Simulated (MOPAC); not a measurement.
Geometry relaxation of N2H (charge +1)

- system: N2H (dinitrogen monohydride), charge +1
- method: MNDO, closed shell (MOPAC 23.2.5)

The starting geometry was optimised with MNDO.

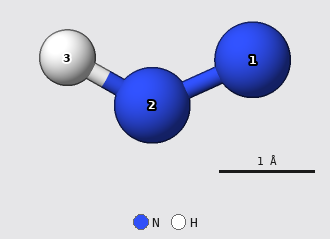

**Figure 1.** The input geometry (ball-and-stick view, seen on its broad side; atoms are numbered from 1 in the order of the input). Bond lengths as drawn: H–N 1.03 Å and N–N 1.16 Å.

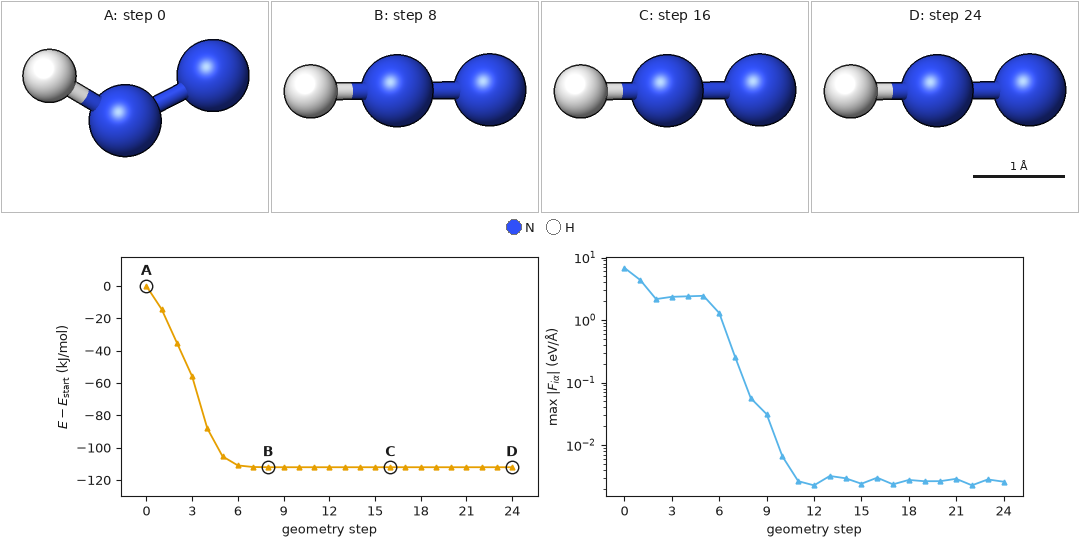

**Figure 2.** Frames of the relaxation (ball-and-stick view, seen at a tilt) above the curves, on which the letters mark them (steps are counted from 0).

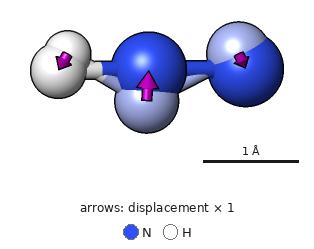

**Figure 3.** Start (faint) and end (solid) with the displacements as pink arrows, at true length (ball-and-stick view, seen at a tilt). The two geometries are laid on each other by the best rigid fit. N2 moves most after the best rigid fit: 0.33 Å. By element the largest moves are N 0.33 Å, H 0.20 Å. Distances before and after: N1–N2 1.161 → 1.104 Å. Among the angles that change: N1–N2–H3 125.9° → 180.0°. After 24 geometry steps the energy has fallen by 112.0 kJ/mol. The largest force component goes from 6.8 to 0.0026 eV/Å. (Atoms are counted from 1 in the order of the input.)

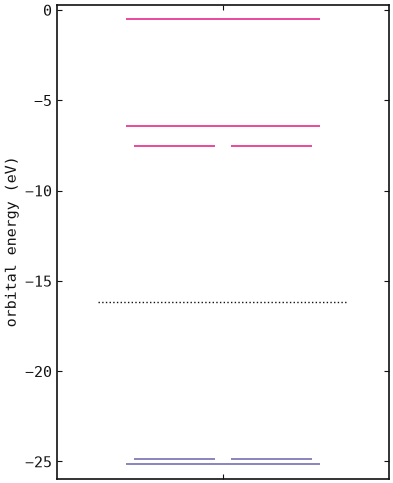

**Figure 4.** Orbital energies near the frontier; the dotted line parts filled from empty levels, and levels within 0.02 eV of each other stand side by side. Highest filled −24.88 eV, lowest empty −7.51 eV, 17.37 eV apart.

These pictures come from the run below.

### The input (run.mop)
```
CHARGE=1 CYCLES=300 GNORM=0.05 DISP MNDO AUX(PRECISION=9) THREADS=1
optimise of HN2

N 0.707045 1 -0.648686 1 0.316162 1
N -0.245450 1 -0.188513 1 -0.161180 1
H -0.481053 1 0.810462 1 -0.193384 1
```

Run as:
```bash
mopac run.mop
```

### The program's output
```
MOPAC v23.2.5
MNDO CALCULATION RESULTS

 *  MNDO       - The MNDO Hamiltonian to be used
 *
 *
 *
 *                 CHARGE ON SYSTEM = +1
 *
 *
 *
 *  THREADS=1  - MULTI-THREADING NOT USED
 *  CYCLES=    - DO A MAXIMUM OF 300 STEPS
 *  GNORM      - EXIT WHEN GRADIENT NORM DROPS BELOW 0.050
 *  AUX        - OUTPUT AUXILIARY INFORMATION
 *  DISP       - PRINT DISPERSION AND HYDROGEN BOND ENERGIES
CHARGE=1 CYCLES=300 GNORM=0.05 DISP MNDO AUX(PRECISION=9) THREADS=1
 optimise of HN2

   ATOM   CHEMICAL          X               Y               Z
  NUMBER   SYMBOL      (ANGSTROMS)     (ANGSTROMS)     (ANGSTROMS)

     1       N          0.70704500  *  -0.64868600  *   0.31616200  *
     2       N         -0.24545000  *  -0.18851300  *  -0.16118000  *
     3       H         -0.48105300  *   0.81046200  *  -0.19338400  *

          CARTESIAN COORDINATES

    NO.       ATOM           X           Y           Z

     1         N          0.7070     -0.6487      0.3162
     2         N         -0.2455     -0.1885     -0.1612
     3         H         -0.4811      0.8105     -0.1934

           Empirical Formula: H N2  =     3 atoms

      MOLECULAR POINT GROUP   :   Cs

      RHF CALCULATION, NO. OF DOUBLY OCCUPIED LEVELS = 5

          Geometry optimization using EF

          DIAGONAL MATRIX USED AS START HESSIAN

 CYCLE:     1 TIME:   0.008 TIME LEFT:  2.00D  GRAD.:   228.116 HEAT:  271.2636
 CYCLE:     2 TIME:   0.000 TIME LEFT:  2.00D  GRAD.:   177.704 HEAT:  267.8393
 CYCLE:     3 TIME:   0.000 TIME LEFT:  2.00D  GRAD.:    92.453 HEAT:  262.8838
 CYCLE:     4 TIME:   0.000 TIME LEFT:  2.00D  GRAD.:    87.088 HEAT:  257.9220
 CYCLE:     5 TIME:   0.000 TIME LEFT:  2.00D  GRAD.:    80.024 HEAT:  250.2097
 CYCLE:     6 TIME:   0.000 TIME LEFT:  2.00D  GRAD.:   102.709 HEAT:  246.0873
 CYCLE:     7 TIME:   0.008 TIME LEFT:  2.00D  GRAD.:    48.028 HEAT:  244.7531
 CYCLE:     8 TIME:   0.000 TIME LEFT:  2.00D  GRAD.:    10.289 HEAT:  244.5190
 CYCLE:     9 TIME:   0.000 TIME LEFT:  2.00D  GRAD.:     2.117 HEAT:  244.4866
 CYCLE:    10 TIME:   0.000 TIME LEFT:  2.00D  GRAD.:     1.170 HEAT:  244.4866
 CYCLE:    11 TIME:   0.000 TIME LEFT:  2.00D  GRAD.:     0.285 HEAT:  244.4859
 CYCLE:    12 TIME:   0.008 TIME LEFT:  2.00D  GRAD.:     0.106 HEAT:  244.4859
 CYCLE:    13 TIME:   0.000 TIME LEFT:  2.00D  GRAD.:     0.090 HEAT:  244.4859
 CYCLE:    14 TIME:   0.000 TIME LEFT:  2.00D  GRAD.:     0.131 HEAT:  244.4859
 CYCLE:    15 TIME:   0.000 TIME LEFT:  2.00D  GRAD.:     0.111 HEAT:  244.4859
 CYCLE:    16 TIME:   0.000 TIME LEFT:  2.00D  GRAD.:     0.094 HEAT:  244.4859
 CYCLE:    17 TIME:   0.000 TIME LEFT:  2.00D  GRAD.:     0.114 HEAT:  244.4859
 CYCLE:    18 TIME:   0.008 TIME LEFT:  2.00D  GRAD.:     0.095 HEAT:  244.4859
 CYCLE:    19 TIME:   0.000 TIME LEFT:  2.00D  GRAD.:     0.104 HEAT:  244.4859
 CYCLE:    20 TIME:   0.000 TIME LEFT:  2.00D  GRAD.:     0.100 HEAT:  244.4859
 CYCLE:    21 TIME:   0.000 TIME LEFT:  2.00D  GRAD.:     0.100 HEAT:  244.4859
 CYCLE:    22 TIME:   0.000 TIME LEFT:  2.00D  GRAD.:     0.109 HEAT:  244.4859
 CYCLE:    23 TIME:   0.000 TIME LEFT:  2.00D  GRAD.:     0.094 HEAT:  244.4859
 CYCLE:    24 TIME:   0.000 TIME LEFT:  2.00D  GRAD.:     0.106 HEAT:  244.4859
 CYCLE:    25 TIME:   0.008 TIME LEFT:  2.00D  GRAD.:     0.099 HEAT:  244.4859

 HEAT OF FORMATION IS ESSENTIALLY STATIONARY

 -------------------------------------------------------------------------------
 CHARGE=1 CYCLES=300 GNORM=0.05 DISP MNDO AUX(PRECISION=9) THREADS=1
 optimise of HN2

     GEOMETRY OPTIMISED USING EIGENVECTOR FOLLOWING (EF).
     SCF FIELD WAS ACHIEVED

                              MNDO CALCULATION

          FINAL HEAT OF FORMATION =        244.48589 KCAL/MOL =    1022.92895 KJ/MOL

          TOTAL ENERGY            =      -9650.75650 KCAL/MOL = ELECTRONIC ENERGY + CORE-CORE REPULSION
          ENERGY OF ATOMS         =       9895.24238 KCAL/MOL
                              SUM =        244.48589 KCAL/MOL
          DISPERSION ENERGY       =          0.00000 KCAL/MOL
                              SUM =        244.48589 KCAL/MOL = FINAL HEAT OF FORMATION

          TOTAL ENERGY            =       -418.49641 EV
          ELECTRONIC ENERGY       =       -758.23103 EV
          CORE-CORE REPULSION     =        339.73461 EV
          COSMO AREA              =         56.77 SQUARE ANGSTROMS
          COSMO VOLUME            =         38.50 CUBIC ANGSTROMS

          GRADIENT NORM           =          0.09872          =       0.05700 PER ATOM
          IONIZATION POTENTIAL    =         24.883377 EV
          HOMO LUMO ENERGIES (EV) =        -24.883 -7.512
          NO. OF FILLED LEVELS    =          5
          MOLECULAR WEIGHT        =         29.0213         POINT GROUP:  C*v

          MOLECULAR DIMENSIONS (Angstroms)

            Atom       Atom       Distance
            H     3    N     1     2.13278
            N     2    N     1     0.00018
            H     3    N     1     0.00000

          SCF CALCULATIONS        =         28

          WALL-CLOCK TIME         =      0.039 SECONDS
          COMPUTATION TIME        =      0.013 SECONDS

   ATOM   CHEMICAL          X               Y               Z
  NUMBER   SYMBOL      (ANGSTROMS)     (ANGSTROMS)     (ANGSTROMS)

     1       N          0.66192215  *  -0.74707490  *   0.28188923  *
     2       N         -0.10796045  *  -0.03924338  *  -0.07135279  *
     3       H         -0.82538280  *   0.62078596  *  -0.40048298  *

                             CARTESIAN COORDINATES

   1    N        0.661922153    -0.747074896     0.281889227
   2    N       -0.107960454    -0.039243380    -0.071352788
   3    H       -0.825382805     0.620785959    -0.400482981

           Empirical Formula: H N2  =     3 atoms

      MOLECULAR POINT GROUP   :   C*v

                  EIGENVALUES
 -50.84996 -33.64756 -25.16155 -24.88338 -24.88338  -7.51154  -7.51154  -6.43436
  -0.51859

              NET ATOMIC CHARGES AND DIPOLE CONTRIBUTIONS

  ATOM NO.   TYPE          CHARGE      No. of ELECS.   s-Pop       p-Pop
    1          N           0.477460        4.5225     1.86413     2.65841
    2          N           0.094676        4.9053     1.52135     3.38398
    3          H           0.427865        0.5721     0.57214
 DIPOLE           X         Y         Z       TOTAL
 POINT-CHG.    -1.374     1.264    -0.630     1.970
 HYBRID        -0.568     0.522    -0.261     0.814
 SUM           -1.942     1.786    -0.891     2.785

          ATOMIC ORBITAL ELECTRON POPULATIONS

     Atom    s        px        py        pz
    1  N   1.86413   0.90127   0.89392   0.86321
    2  N   1.52135   1.11929   1.12357   1.14111
    3  H   0.57214

 *                    *
 * JOB ENDED NORMALLY *
 *                    *

 TOTAL JOB TIME:             0.04 SECONDS

 == MOPAC DONE ==
```

### Trajectory as extended XYZ (Å, eV, eV/Å), 25 frames, from step=0 to step=24
```
3
Properties=species:S:1:pos:R:3:forces:R:3 step=0 energy=11.76310
N     0.7070   -0.6487    0.3162   -5.0309   0.6263  -2.6972
N    -0.2455   -0.1885   -0.1612    6.8211  -0.9097   3.6505
H    -0.4811    0.8105   -0.1934   -1.7902   0.2834  -0.9533
3
Properties=species:S:1:pos:R:3:forces:R:3 step=1 energy=11.61461
N     0.6799   -0.6392    0.3022    3.6544  -4.0223   1.6108
N    -0.2149   -0.1979   -0.1454   -1.7789   4.3622  -0.5503
H    -0.4937    0.8101   -0.2004   -1.8755  -0.3399  -1.0605
3
Properties=species:S:1:pos:R:3:forces:R:3 step=2 energy=11.39972
N     0.6878   -0.6548    0.3050    0.3700  -2.1054  -0.0029
N    -0.2132   -0.1792   -0.1426    1.3792   2.1623   0.9667
H    -0.5294    0.7986   -0.2210   -1.7491  -0.0570  -0.9638
3
Properties=species:S:1:pos:R:3:forces:R:3 step=3 energy=11.18456
N     0.6896   -0.6726    0.3043   -0.8497  -1.1311  -0.5767
N    -0.2007   -0.1578   -0.1337    2.3512   1.2122   1.4071
H    -0.5828    0.7850   -0.2516   -1.5015  -0.0811  -0.8304
3
Properties=species:S:1:pos:R:3:forces:R:3 step=4 energy=10.85012
N     0.6866   -0.7046    0.2995   -1.5947   0.0414  -0.8712
N    -0.1696   -0.1164   -0.1126    2.3943   0.3763   1.3496
H    -0.6874    0.7501   -0.3123   -0.7995  -0.4177  -0.4784
3
Properties=species:S:1:pos:R:3:forces:R:3 step=5 energy=10.67135
N     0.6697   -0.7621    0.2847   -2.4017   2.4403  -1.0806
N    -0.1036   -0.0269   -0.0678    1.3730  -1.6872   0.5896
H    -0.8707    0.6309   -0.4243    1.0287  -0.7531   0.4910
3
Properties=species:S:1:pos:R:3:forces:R:3 step=6 energy=10.61350
N     0.6666   -0.7429    0.2849   -0.8536   0.5954  -0.4113
N    -0.1186   -0.0470   -0.0779    1.2924  -0.8481   0.6269
H    -0.8032    0.6341   -0.3870   -0.4388   0.2527  -0.2156
3
Properties=species:S:1:pos:R:3:forces:R:3 step=7 energy=10.60335
N     0.6646   -0.7452    0.2835   -0.2583   0.1587  -0.1275
N    -0.1121   -0.0444   -0.0741    0.2455  -0.0577   0.1299
H    -0.8197    0.6329   -0.3962    0.0128  -0.1010  -0.0024
3
Properties=species:S:1:pos:R:3:forces:R:3 step=8 energy=10.60194
N     0.6622   -0.7471    0.2821   -0.0560   0.0362  -0.0285
N    -0.1082   -0.0395   -0.0715    0.0413  -0.0127   0.0224
H    -0.8255    0.6220   -0.4004    0.0147  -0.0235   0.0061
3
Properties=species:S:1:pos:R:3:forces:R:3 step=9 energy=10.60194
N     0.6615   -0.7474    0.2816    0.0312  -0.0129   0.0145
N    -0.1073   -0.0384   -0.0709   -0.0283  -0.0010  -0.0147
H    -0.8263    0.6188   -0.4012   -0.0029   0.0140   0.0001
3
Properties=species:S:1:pos:R:3:forces:R:3 step=10 energy=10.60191
N     0.6618   -0.7472    0.2818    0.0065   0.0041   0.0026
N    -0.1078   -0.0390   -0.0712   -0.0066  -0.0056  -0.0032
H    -0.8257    0.6203   -0.4007    0.0001   0.0015   0.0005
3
Properties=species:S:1:pos:R:3:forces:R:3 step=11 energy=10.60191
N     0.6620   -0.7470    0.2819    0.0026   0.0019   0.0003
N    -0.1080   -0.0393   -0.0714   -0.0009   0.0005   0.0005
H    -0.8252    0.6210   -0.4004   -0.0017  -0.0023  -0.0008
3
Properties=species:S:1:pos:R:3:forces:R:3 step=12 energy=10.60191
N     0.6619   -0.7471    0.2819    0.0020   0.0023   0.0000
N    -0.1080   -0.0393   -0.0714   -0.0007  -0.0006   0.0005
H    -0.8254    0.6208   -0.4005   -0.0013  -0.0017  -0.0005
3
Properties=species:S:1:pos:R:3:forces:R:3 step=13 energy=10.60191
N     0.6619   -0.7471    0.2819    0.0028   0.0032   0.0005
N    -0.1079   -0.0391   -0.0713   -0.0023  -0.0027  -0.0006
H    -0.8255    0.6206   -0.4006   -0.0005  -0.0005   0.0000
3
Properties=species:S:1:pos:R:3:forces:R:3 step=14 energy=10.60191
N     0.6619   -0.7471    0.2819    0.0025   0.0029   0.0003
N    -0.1079   -0.0392   -0.0713   -0.0016  -0.0017   0.0000
H    -0.8254    0.6208   -0.4005   -0.0010  -0.0012  -0.0003
3
Properties=species:S:1:pos:R:3:forces:R:3 step=15 energy=10.60191
N     0.6619   -0.7471    0.2819    0.0022   0.0024   0.0001
N    -0.1080   -0.0393   -0.0714   -0.0009  -0.0008   0.0004
H    -0.8254    0.6208   -0.4005   -0.0012  -0.0016  -0.0005
3
Properties=species:S:1:pos:R:3:forces:R:3 step=16 energy=10.60191
N     0.6619   -0.7471    0.2819    0.0026   0.0030   0.0004
N    -0.1079   -0.0392   -0.0713   -0.0017  -0.0019  -0.0001
H    -0.8254    0.6207   -0.4005   -0.0009  -0.0011  -0.0002
3
Properties=species:S:1:pos:R:3:forces:R:3 step=17 energy=10.60191
N     0.6619   -0.7471    0.2819    0.0021   0.0024   0.0001
N    -0.1080   -0.0393   -0.0714   -0.0007  -0.0005   0.0005
H    -0.8253    0.6209   -0.4004   -0.0014  -0.0019  -0.0006
3
Properties=species:S:1:pos:R:3:forces:R:3 step=18 energy=10.60191
N     0.6619   -0.7471    0.2819    0.0024   0.0028   0.0003
N    -0.1080   -0.0392   -0.0714   -0.0013  -0.0014   0.0001
H    -0.8254    0.6208   -0.4005   -0.0011  -0.0014  -0.0004
3
Properties=species:S:1:pos:R:3:forces:R:3 step=19 energy=10.60191
N     0.6619   -0.7471    0.2819    0.0023   0.0026   0.0002
N    -0.1080   -0.0392   -0.0714   -0.0012  -0.0012   0.0002
H    -0.8254    0.6208   -0.4005   -0.0011  -0.0014  -0.0004
3
Properties=species:S:1:pos:R:3:forces:R:3 step=20 energy=10.60191
N     0.6619   -0.7471    0.2819    0.0023   0.0026   0.0002
N    -0.1080   -0.0392   -0.0714   -0.0012  -0.0012   0.0002
H    -0.8254    0.6208   -0.4005   -0.0011  -0.0014  -0.0004
3
Properties=species:S:1:pos:R:3:forces:R:3 step=21 energy=10.60191
N     0.6619   -0.7471    0.2819    0.0025   0.0029   0.0003
N    -0.1079   -0.0392   -0.0713   -0.0015  -0.0017   0.0000
H    -0.8254    0.6207   -0.4005   -0.0010  -0.0012  -0.0003
3
Properties=species:S:1:pos:R:3:forces:R:3 step=22 energy=10.60191
N     0.6619   -0.7470    0.2819    0.0021   0.0023   0.0000
N    -0.1080   -0.0393   -0.0714   -0.0006  -0.0003   0.0006
H    -0.8253    0.6209   -0.4004   -0.0015  -0.0019  -0.0006
3
Properties=species:S:1:pos:R:3:forces:R:3 step=23 energy=10.60191
N     0.6619   -0.7471    0.2819    0.0025   0.0028   0.0003
N    -0.1080   -0.0392   -0.0713   -0.0014  -0.0015   0.0001
H    -0.8254    0.6208   -0.4005   -0.0011  -0.0013  -0.0004
3
Properties=species:S:1:pos:R:3:forces:R:3 step=24 energy=10.60191
N     0.6619   -0.7471    0.2819    0.0023   0.0026   0.0002
N    -0.1080   -0.0392   -0.0714   -0.0012  -0.0012   0.0002
H    -0.8254    0.6208   -0.4005   -0.0011  -0.0014  -0.0004
```

### Summary

| quantity | value |
| --- | --- |
| outcome | converged |
| total energy | −15.379459 hartree |
| dispersion energy | 0.000000 hartree |
| heat of formation | 244.49 kcal/mol |
| basis functions | 9 |
| largest force | 0.003 eV/Å |
| HOMO | −24.88 eV |
| LUMO | −7.51 eV |
| hardware | 1 thread of AMD EPYC (Zen 5), 128 GiB of memory available, shared host |
| peak memory | 0.078 GiB |

### Notes

Notes on the run: HEAT OF FORMATION IS ESSENTIALLY STATIONARY. MOPAC's energies along a path are heats of formation.
